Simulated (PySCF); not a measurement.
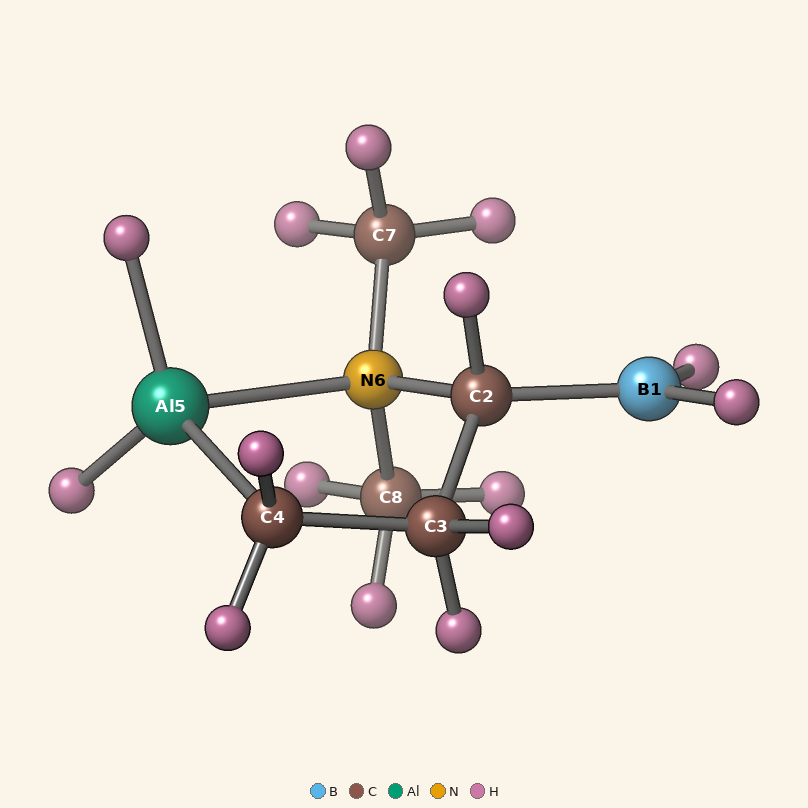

Distant atoms are faded towards the background colour. The geometry was computed by an optimisation with PBE0-D3(BJ)/def2-SVP. No frequency run is at hand to confirm it as a minimum.

Q: How is the 5-membered ring C2–C3–C4–Al5–N6 puckered?

A: It is an envelope, with C2 as the flap. The Cremer–Pople amplitude Q is 0.43 Å.

Q: Give the torsion angles round the ring, beginning with the bond from its second to its third atom.

A: 27°, −2°, −23°, 43°, −49°.
